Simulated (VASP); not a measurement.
Band structure of BeMg₃Te₄ (ordered alloy cell). All values below come from PBEsol GGA, VASP's PBE PAW potentials (set 64) (plane waves; VASP).

Unless said otherwise, spin-orbit coupling is left out, though it shifts the bands of the heavy elements here.

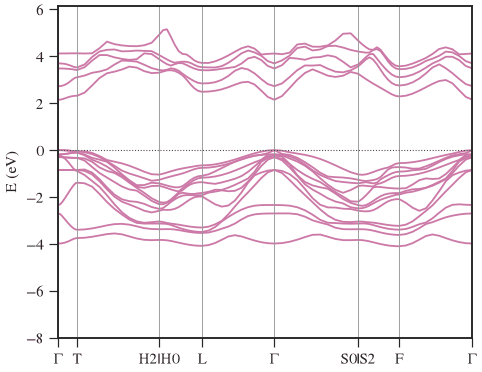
*Bands along high-symmetry lines, zero at the valence-band maximum or, without a gap, the Fermi level*

**Question.** Read the plot: is there a gap, and where are the band edges?

**Answer.** The gap is direct, 2.15 eV, from the valence maximum at Γ to the conduction minimum at Γ. (Edges off the drawn lines would not show.)

The structure was generated: BeMg3Te4 was put into an ordered model structure (R3m), which need not be its known phase. It was relaxed first.
